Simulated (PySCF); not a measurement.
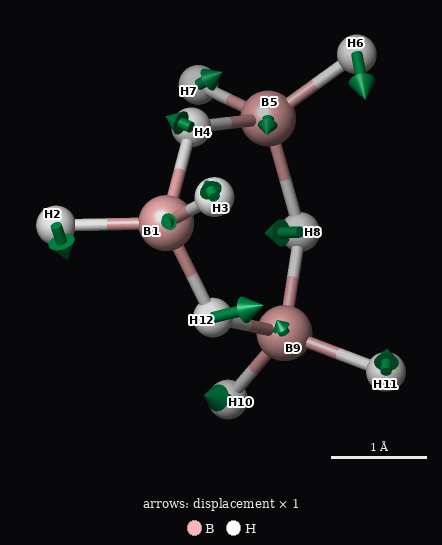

A relaxation of B₃H₉. The starting structure is drawn; green arrows show the displacements, at their true length. The two geometries are superimposed by the best rigid fit.

A ball-and-stick model, seen from a free direction.

The start comes from GFN2-xTB. Its atoms were then displaced at random by about 0.03 Å.

Theory: PBE0-D3(BJ)/def2-SVP geometry optimisation, gas phase in PySCF. 

What happened in the run?

Answer. After 25 geometry steps the energy has fallen by 1.068 eV. H12 moves most after the best rigid fit: 0.64 Å. By element the largest moves are H 0.64 Å, B 0.22 Å. Some distances before and after: B1–B5 2.317 → 1.972 Å, B5–B9 2.278 → 1.956 Å, B1–B9 2.270 → 1.985 Å, H8–B9 1.204 → 1.324 Å. Bond angles that change, for instance: B5–H8–B9 133.0° → 96.4°, B1–H12–B9 130.2° → 98.3°, B1–H4–B5 129.0° → 97.6°.
